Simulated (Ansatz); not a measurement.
Run report: HfNH₄Cl₃O, phonon calculation

System: HfNH₄Cl₃O.
Method: RKS PBE0/def2-SVP (Ansatz 0.2.0).

It belongs to a series of runs on one base structure; here: vibrations at the highest image of the band. Figures and captions count atoms from 1; the log counts them from 0 in places.

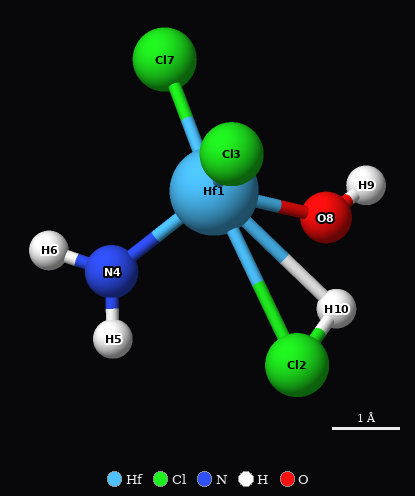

**Figure 1.** The structure (ball-and-stick view, seen at a tilt; atoms are numbered from 1 in the order of the input). Sticks mark near contacts.

Input file:
```yaml
crystal:
  periodic: [false, false, false]
  atoms:
    - { symbol: Hf, position_ang: [0.321607, -0.321654, -0.42071] }
    - { symbol: Cl, position_ang: [0.835529, 0.538274, 2.369281] }
    - { symbol: Cl, position_ang: [2.48436, 0.420803, -1.034551] }
    - { symbol: "N", position_ang: [-1.021442, 1.159965, -0.242151] }
    - { symbol: H, position_ang: [-1.227476, 1.690439, 0.600836] }
    - { symbol: H, position_ang: [-1.587696, 1.512974, -1.011982] }
    - { symbol: Cl, position_ang: [-0.475782, -1.428374, -2.335094] }
    - { symbol: O, position_ang: [0.249549, -1.757544, 0.989867] }
    - { symbol: H, position_ang: [0.18459, -2.717164, 1.006077] }
    - { symbol: H, position_ang: [0.576462, -0.780516, 2.121127] }
basis:
  gaussian: { orbitals: def2-SVP }
hamiltonian:
  xc: pbe0
phonons: {}
```

Hardware: 4 threads of Arm Neoverse V2, 24 GiB of memory available, shared host.

Run as:
```bash
ansatz run input.yaml --threads 4 --pin off --max-ram 5120MiB --backend cpu --events-out ev --progress --plain --runs-dir out
```

Log:
```
Engine: ansatz 0.2.0, aarch64-unknown-linux-gnu
Functional definition: PBE0
  parameter a = 0.25
  parameter kappa = 0.804
  parameter beta = 0.06672455060314922
  exchange = (1 - a)*pbe_x(kappa = kappa, mu = beta*pi^2/3) + a*exact_x
  correlation = pbe_c(beta = beta)
1380 factors; integrals over basis functions are off by at most 2.5e-4 eV
mean field evaluation 1: about -42443.2105 eV, gradient 7.3e1 eV
mean field evaluation 2: about -42406.6064 eV, gradient 1.4e2 eV
mean field evaluation 4: about -42453.3550 eV, gradient 6.5e0 eV
mean field evaluation 8: about -42453.5147 eV, gradient 4.7e-1 eV
mean field evaluation 16: about -42453.5152 eV, gradient 7.2e-5 eV
mean field -42453.51521985 eV, -1560.1379083034 hartree, gradient 7.1e-5 eV, S^2 0.000000; 0 other end points of the search recorded, 0 dependent functions left out
the calculation of the forces begins
reference -42453.51528143 eV, -1560.1379105662 hartree; 41, 41 occupied and 93, 93 virtual orbitals, 1380 factors
these checks for a lower state are left out or cut short: stability, starts, cluster_reference, orbital_swaps, neighbouring_geometries, increment
1380 factors; integrals over basis functions are off by at most 2.5e-4 eV
mean field -42453.51514076 eV, -1560.1379053968 hartree, gradient 1.6e-6 eV, S^2 0.000000; 0 other end points of the search recorded, 0 dependent functions left out
[... from here on the field's lines of each further geometry are left out, up to the last ...]
the calculation of the forces begins
reference -42453.51527545 eV, -1560.1379103464 hartree; 41, 41 occupied and 93, 93 virtual orbitals, 1380 factors
these checks for a lower state are left out or cut short: stability, starts, cluster_reference, orbital_swaps, neighbouring_geometries, increment
1380 factors; integrals over basis functions are off by at most 2.5e-4 eV
mean field -42453.51521183 eV, -1560.1379080085 hartree, gradient 2.7e-6 eV, S^2 0.000000; 0 other end points of the search recorded, 0 dependent functions left out
the calculation of the forces begins
reference -42453.51527340 eV, -1560.1379102714 hartree; 41, 41 occupied and 93, 93 virtual orbitals, 1380 factors
WARN: phonons: modes at or below zero, which the zero-point energy, F, S and C_V leave out: 1, the lowest at -72.66 cm⁻¹. A minimum has none, and a first-order saddle one
Total energy: -42453.51528143 eV, -1560.1379105662 hartree
Atom 0 at     0.321607    -0.321654    -0.420710 Å, force     0.004104    -0.002974     0.001278 eV/Å
Atom 1 at     0.835529     0.538274     2.369281 Å, force     0.000347     0.002253     0.000448 eV/Å
Atom 2 at     2.484360     0.420803    -1.034551 Å, force    -0.001087    -0.000079     0.000372 eV/Å
Atom 3 at    -1.021442     1.159965    -0.242151 Å, force    -0.004398     0.005475    -0.005933 eV/Å
Atom 4 at    -1.227476     1.690439     0.600836 Å, force     0.000756    -0.000844     0.001856 eV/Å
Atom 5 at    -1.587696     1.512974    -1.011982 Å, force     0.001132    -0.001445     0.003355 eV/Å
Atom 6 at    -0.475782    -1.428374    -2.335094 Å, force    -0.000001     0.000467     0.000152 eV/Å
Atom 7 at     0.249549    -1.757544     0.989867 Å, force    -0.001408    -0.000922    -0.005915 eV/Å
Atom 8 at     0.184590    -2.717164     1.006077 Å, force     0.000715    -0.000134     0.003987 eV/Å
Atom 9 at     0.576462    -0.780516     2.121127 Å, force    -0.000161    -0.001797     0.000399 eV/Å
Dipole moment:    -0.474564    -0.245808     0.380617 e Å
Vibrations: -72.66 61.30 82.03 96.46 106.35 136.38 168.25 200.89 255.42 261.77 369.54 372.09 477.54 498.01 507.31 600.51 651.51 673.56 863.86 1488.37 2036.28 3568.03 3668.69 3938.51 cm⁻¹, zero-point energy 1.306958 eV
```

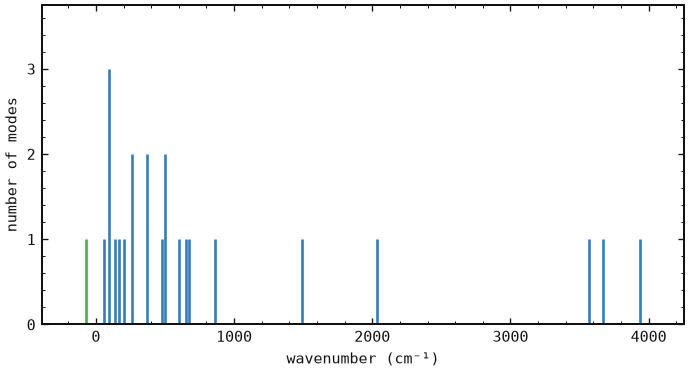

**Figure 2.** Harmonic vibrational wavenumbers from the force constants; neighbouring modes closer than 18 cm⁻¹ are counted in one stick, and imaginary ones are drawn at negative wavenumbers. 24 modes from 73i to 3939 cm⁻¹, 1 imaginary beyond 8i (73i cm⁻¹): not a clean minimum; so soft a mode can be a shallow saddle, an incomplete relaxation or noise of the force constants.

Summary:

| quantity | value |
| --- | --- |
| outcome | converged |
| total energy | −42453.5153 eV |
| mean-field energy | −42453.5153 eV |
| largest force (length of the vector) | 0.009 eV/Å |
| wall time | 2.1 min (CPU time 7.9 min) |
| peak memory | 0.38 GiB |
